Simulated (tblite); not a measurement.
**Frequency calculation of C5H13Ge2N**

C5H13Ge2N, SMILES C=[CH][GeH2][NH][GeH2][C](=C)C, computed with GFN2-xTB harmonic vibrations, gas phase (tblite 0.8.0).

It belongs to a series of runs on one base structure; here: H on Ge replaced by isopropenyl.

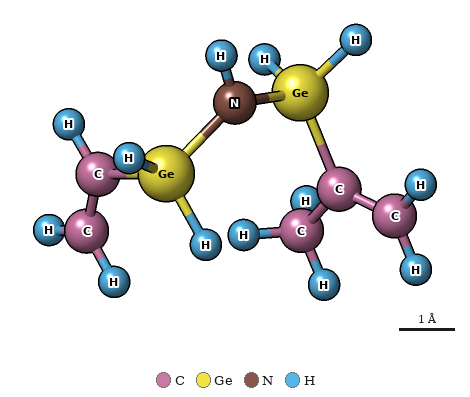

Figure 1. The structure as given in the input (ball-and-stick view, seen at a tilt). Sticks mark near contacts. Bond lengths as drawn: C–C 1.32 to 1.50 Å, C–Ge 1.96 Å, C–H 1.08 to 1.09 Å, Ge–H 1.50 to 1.52 Å, Ge–N 1.82 to 1.83 Å and H–N 1.01 Å.

The input
```
{"job": {"kind": "ir", "xc": "GFN2-xTB", "basis": "xTB"}, "charge": 0, "multiplicity": 1}
C      2.543152     1.656662     0.333677
C      2.587621     0.360347     0.074074
Ge     1.443988    -0.968912     0.945950
N      0.451106    -1.938522    -0.235950
Ge    -0.771384    -1.268843    -1.415923
C     -1.843745     0.076702    -0.474850
C     -2.899152    -0.281312     0.239292
C     -1.376467     1.493293    -0.578589
H      1.871783     2.055533     1.079762
H      3.171847     2.375918    -0.170869
H      3.278748    -0.003047    -0.678235
H      0.477548    -0.281974     1.869093
H      2.246759    -2.002237     1.696497
H      0.888591    -2.793345    -0.545247
H     -1.556017    -2.475375    -1.877347
H     -0.079262    -0.654926    -2.624806
H     -3.216036    -1.311474     0.291047
H     -3.488088     0.430992     0.799511
H     -1.417144     1.819596    -1.618637
H     -0.336801     1.565225    -0.254093
H     -1.985968     2.162642     0.026120
```

The first line tells a small driver script what to run in tblite; the rest is the geometry in Å.

Launch command:
```bash
OMP_NUM_THREADS=1 python <driver script> task.json out
```

The program's output
```
mode    cm-1     km/mol
  1      21.1      0.04
  2      30.6      0.06
  3      44.8      0.06
  4      69.8      0.06
  5      81.3      0.11
  6     133.2      0.85
  7     147.2      3.88
  8     162.8      5.35
  9     206.7      0.27
 10     252.6      6.19
 11     300.8     68.90
 12     313.1     15.99
 13     386.0     11.66
 14     408.0     16.11
 15     445.9     80.62
 16     469.0     15.19
 17     528.3     57.51
 18     544.0     11.75
 19     561.5     49.15
 20     626.9      6.29
 21     642.6    563.43
 22     673.4    109.82
 23     686.8     35.74
 24     729.6    318.01
 25     752.4    102.95
 26     798.3    147.41
 27     816.5    146.15
 28     900.3     36.13
 29     915.1     18.54
 30     954.1      4.02
 31     990.5      9.43
 32    1005.5      7.69
 33    1027.2     14.54
 34    1033.9      4.66
 35    1094.3     85.13
 36    1187.7      1.73
 37    1248.6      4.52
 38    1389.2      4.08
 39    1403.2      2.07
 40    1409.3      1.15
 41    1469.7      5.02
 42    1475.2      2.96
 43    1655.7      8.03
 44    1688.2      1.57
 45    1819.5    372.85
 46    1915.9    362.65
 47    1923.5    550.17
 48    1991.2    483.66
 49    2974.7     23.21
 50    2991.2     16.66
 51    3008.4     36.09
 52    3016.2     40.72
 53    3054.7     44.89
 54    3057.6     28.55
 55    3078.3     55.28
 56    3084.6     40.84
 57    3420.9      1.79
```

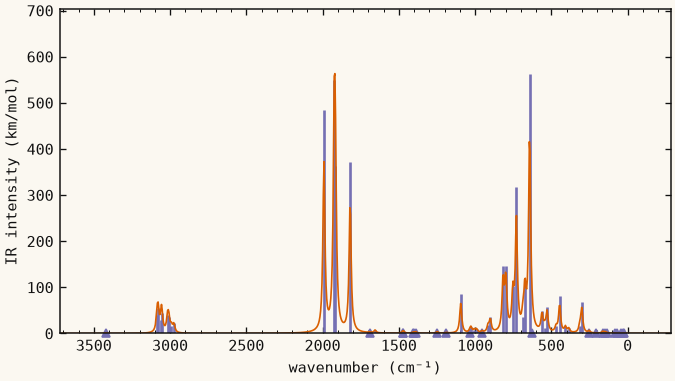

Figure 2. Harmonic infrared spectrum, unscaled: sticks (degenerate modes added up, dark ones marked on the axis) with a Lorentzian envelope of 16 cm⁻¹ full width, scaled to the tallest stick. 57 modes from 21 to 3421 cm⁻¹, none imaginary. The strongest line is at 643 cm⁻¹ (563 km/mol).

Results in brief

```csv
quantity,value
outcome,converged
total energy,−653.7830 eV
zero-point energy,95.8070 kcal/mol
hardware,"1 CPU thread, shared host"
wall time,1.1 s
peak memory,0.18 GiB
```
